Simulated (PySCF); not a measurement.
# BHO2 (oxoborinic acid): FCI/STO-6G

Aim: the vertical ionisation energy of BHO2 (oxoborinic acid) at FCI/STO-6G, from 2 runs. Input form: a Python script.

Program for the calculation: PySCF 2.14.0.

6 further runs of the same task are left out: 6 set aside as unsound or not needed.

**1. The system as given**

The species is BHO2 (4 atoms), meant as a singlet with charge 0. SMILES: `O=BO`. Geometry: relaxed at PBE0-D4/def2-TZVP.

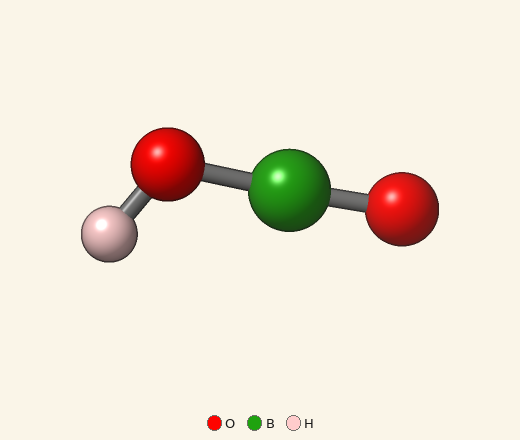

The structure, seen from a chosen angle (oxygen red, boron green, hydrogen pink).

**2. The energy at FCI/STO-6G**

Input file job.py:

```python
# O=BO
from pyscf import gto, mcscf

system = gto.Mole()
system.atom = [
    ('O', (-1.555100, 0.523500, 0.428500)),
    ('B', (-0.423900, 0.132000, 0.248600)),
    ('O', (0.816700, -0.302000, 0.108600)),
    ('H', (1.162300, -0.353500, -0.785700)),
]
system.basis = 'sto-6g'
system.verbose = 4
system.max_memory = 1860
system.charge = 0
system.build()

hf = system.RHF()
hf.conv_tol = 1e-10
hf.kernel()
if not hf.converged:
    hf = hf.newton().run(hf.mo_coeff, hf.mo_occ)

cas = mcscf.CASCI(hf, hf.mo_coeff.shape[-1] - 3, (system.nelec[0] - 3, system.nelec[1] - 3))  # full CI above the frozen core
cas.fix_spin_(ss=0.0)
cas.kernel()
e_final = cas.e_tot
print('E(%s) = %.9f' % ('FCI', e_final))
```

Command:

```bash
$ OMP_NUM_THREADS=1 python job.py
```

Output:

```text
PySCF version 2.14.0

[INPUT] num. atoms = 4
[INPUT] num. electrons = 22
[INPUT] charge = 0
[INPUT] spin (= nelec alpha-beta = 2S) = 0
[INPUT] symmetry False subgroup None
[INPUT] Mole.unit = angstrom
[INPUT] Symbol           X                Y                Z      unit          X                Y                Z       unit  Magmom
[INPUT]  1 O     -1.555100000000   0.523500000000   0.428500000000 AA   -2.938713096311   0.989271626210   0.809747644376 Bohr   0.0
[INPUT]  2 B     -0.423900000000   0.132000000000   0.248600000000 AA   -0.801054904203   0.249443848443   0.469785914567 Bohr   0.0
[INPUT]  3 O      0.816700000000  -0.302000000000   0.108600000000 AA    1.543339325932  -0.570697289619   0.205224257128 Bohr   0.0
[INPUT]  4 H      1.162300000000  -0.353500000000  -0.785700000000 AA    2.196428674582  -0.668018185034  -1.484757816071 Bohr   0.0

nuclear repulsion = 54.0055766008979
number of shells = 10
number of NR pGTOs = 96
number of NR cGTOs = 16
basis = sto-6g
ecp = {}

******** <class 'pyscf.scf.hf.RHF'> ********
method = RHF
initial guess = minao
damping factor = 0
level_shift factor = 0
DIIS = <class 'pyscf.scf.diis.CDIIS'>
diis_start_cycle = 1
diis_space = 8
diis_damp = 0
SCF conv_tol = 1e-10
SCF conv_tol_grad = None
SCF max_cycles = 50
direct_scf = True
direct_scf_tol = 1e-13
Set gradient conv threshold to 1e-05
Initial guess from minao.
init E= -174.761002591175
  HOMO = -0.433304089195617  LUMO = 0.239863340747881  gap/eV = 18.31782
cycle= 1 E= -174.205341050682  delta_E= 0.556  |g|= 0.677  |ddm|= 2.74
  HOMO = -0.239642696727101  LUMO = 0.367644609195697  gap/eV = 16.52513
cycle= 2 E= -174.295673801484  delta_E= -0.0903  |g|= 0.54  |ddm|= 1.36
  HOMO = -0.352727487379449  LUMO = 0.370499517813736  gap/eV = 19.68001
cycle= 3 E= -174.372683124793  delta_E= -0.077  |g|= 0.0554  |ddm|= 0.587
  HOMO = -0.360790489370033  LUMO = 0.376766403083952  gap/eV = 20.06995
cycle= 4 E= -174.374099724888  delta_E= -0.00142  |g|= 0.0195  |ddm|= 0.0913
  HOMO = -0.36413909337397  LUMO = 0.375657887081605  gap/eV = 20.13090
cycle= 5 E= -174.37431983975  delta_E= -0.00022  |g|= 0.00542  |ddm|= 0.0443
  HOMO = -0.363848411087448  LUMO = 0.375041078017583  gap/eV = 20.10621
cycle= 6 E= -174.374344185007  delta_E= -2.43e-05  |g|= 0.00129  |ddm|= 0.0179
  HOMO = -0.36439215181457  LUMO = 0.375490923532843  gap/eV = 20.13324
cycle= 7 E= -174.374345898063  delta_E= -1.71e-06  |g|= 0.0004  |ddm|= 0.00467
  HOMO = -0.364427382788095  LUMO = 0.375476423155018  gap/eV = 20.13381
cycle= 8 E= -174.374346124091  delta_E= -2.26e-07  |g|= 0.000128  |ddm|= 0.00149
  HOMO = -0.364454944919868  LUMO = 0.375472860299979  gap/eV = 20.13446
cycle= 9 E= -174.374346146365  delta_E= -2.23e-08  |g|= 1.68e-05  |ddm|= 0.000579
  HOMO = -0.364458399144982  LUMO = 0.375470456341357  gap/eV = 20.13449
cycle= 10 E= -174.374346146638  delta_E= -2.73e-10  |g|= 3.23e-06  |ddm|= 5.88e-05
  HOMO = -0.36445828296077  LUMO = 0.375470542896983  gap/eV = 20.13449
cycle= 11 E= -174.374346146647  delta_E= -8.81e-12  |g|= 5.66e-07  |ddm|= 1.1e-05
  HOMO = -0.364458130814586  LUMO = 0.375470599431402  gap/eV = 20.13449
Extra cycle  E= -174.374346146647  delta_E= -3.98e-13  |g|= 2.66e-07  |ddm|= 1.25e-06
converged SCF energy = -174.374346146647

******** <class 'pyscf.mcscf.casci.CASCI'> ********
CAS (8e+8e, 13o), ncore = 3, nvir = 0
natorb = False
canonicalization = True
sorting_mo_energy = False
******** <class 'pyscf.fci.addons.SpinPenaltyFCISolver'> ********
max. cycles = 200
conv_tol = 1e-08
davidson only = True
linear dependence = 1e-12
level shift = 0.001
max iter space = 12
nroots = 1
pspace_size = 400
spin = None
Density matrix diagonal elements [1.99111266 1.99170587 1.97401287 1.97933275 1.97868174 1.97932615
 1.93918867 1.95227765 0.06812288 0.068168   0.03671939 0.02792906
 0.01342231]
CASCI converged
CASCI E = -174.551070143911  E(CI) = -62.1817728283886  S^2 = 0.0000000
E(FCI) = -174.551070144
```

Wall time 23 s (1 thread of Intel Xeon 6975P-C (Granite Rapids), shared host); peak memory 0.48 GiB.

**3. The doublet cation, same level**

Input file input.py:

```python
from pyscf import gto, scf, mcscf

system = gto.Mole()
system.atom = 'O -1.555100 0.523500 0.428500; B -0.423900 0.132000 0.248600; O 0.816700 -0.302000 0.108600; H 1.162300 -0.353500 -0.785700'
system.charge = 1
system.verbose = 3
system.spin = 1
system.basis = 'sto-6g'
system.max_memory = 1860
system.build()

mf = scf.ROHF(system)
mf.conv_tol = 1e-10
mf.kernel()
if not mf.converged:
    mf = mf.newton().run(mf.mo_coeff, mf.mo_occ)

cas = mcscf.CASCI(mf, mf.mo_coeff.shape[-1] - 3, (system.nelec[0] - 3, system.nelec[1] - 3))  # full CI above the frozen core
cas.fix_spin_(ss=0.75)
cas.kernel()
etot = cas.e_tot
print('Final energy', etot)
```

Command:

```bash
$ OMP_NUM_THREADS=1 python input.py
```

Output:

```text
converged SCF energy = -174.071963114589
CASCI E = -174.242187706499  E(CI) = -61.8719856550017  S^2 = 0.7500000
Final energy -174.24218770649878
```

Run time: 44 s. Hardware: 1 thread of Intel Xeon 6975P-C (Granite Rapids), shared host; peak memory 0.59 GiB.

**4. Outcome**

At FCI/STO-6G, 3 core orbitals frozen:

| quantity | value |
| --- | --- |
| singlet BHO2: total energy | -174.55107 Eh |
| singlet BHO2: dipole moment (Hartree–Fock density) | 2.78 D |
| singlet BHO2: HOMO energy (Hartree–Fock orbitals) | -9.92 eV |
| singlet BHO2: LUMO energy (Hartree–Fock orbitals) | 10.22 eV |
| singlet BHO2: HOMO–LUMO gap (Hartree–Fock orbitals) | 20.13 eV |
| singlet BHO2: correlation energy (3 core orbitals frozen) | -176.7 mEh |
| doublet cation: total energy | -174.24219 Eh |
| doublet cation: correlation energy (3 core orbitals frozen) | -170.2 mEh |
| vertical ionisation energy (to the doublet cation) | 8.405 eV |

In words: Removing an electron at fixed nuclei costs 8.41 eV (811 kJ/mol). In a minimal basis such a difference can be off by several eV, whatever the method.
